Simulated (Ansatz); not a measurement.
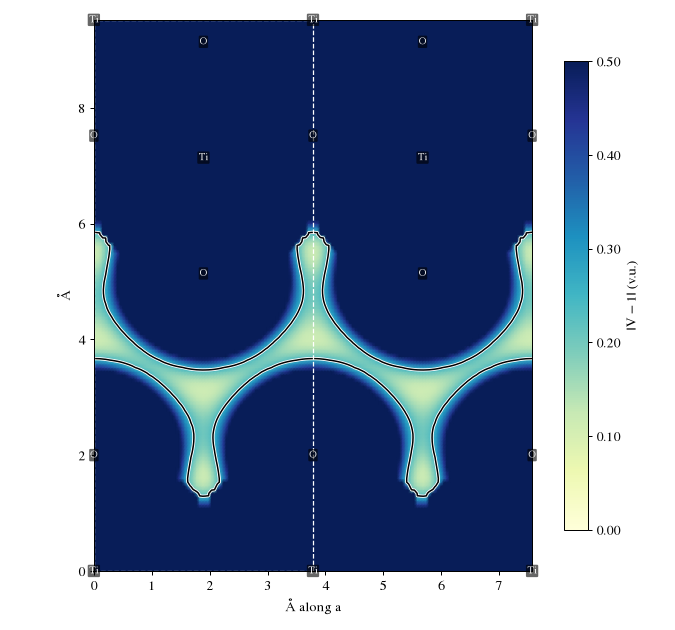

Bond-valence mismatch |V − 1| for Li+ in TiO2 (I4_1/amd) on the section y = 0.000 (parallel to a and c; the dashed line is one cell); the black line is the 0.25 v.u. contour, and values above the scale's top are cut off.

At each point the valence sum V of a Li+ ion is computed from the anions within 5 Å (s = exp((R0 − d)/b), R0 fitted to published crystal structures with b = 0.37 Å; R0: Li+–O 1.449 Å). Points too close to the other cations are excluded (2.1 Å from Ti). Li+ is a guest here, not part of the formula. This is an empirical screen for pathways, not an energy calculation.

Origin of the cell: the input geometry of an electronic-structure calculation (not necessarily at equilibrium).

```
CELL_PARAMETERS angstrom
3.78500 0.00000 0.00000
0.00000 3.78500 0.00000
0.00000 0.00000 9.51960
ATOMIC_POSITIONS crystal
Ti 0.00000 0.00000 0.00000
Ti 0.50000 0.00000 0.75000
O 0.50000 0.50000 0.71017
O 0.50000 0.00000 0.96017
O 0.50000 0.00000 0.53983
O 0.00000 0.00000 0.78983
Ti 0.50000 0.50000 0.50000
Ti 0.00000 0.50000 0.25000
O 0.00000 0.00000 0.21017
O 0.00000 0.50000 0.46017
O 0.00000 0.50000 0.03983
O 0.50000 0.50000 0.28983
```

Q: In the whole crystal, how are the regions below 0.25 v.u. connected?

A: The regions form a three-dimensional network.

Q: At which mismatch do paths open?

A: From a mismatch of about 0.20 v.u. the regions form a three-dimensional network. These are grid estimates, good to about 0.1 v.u.
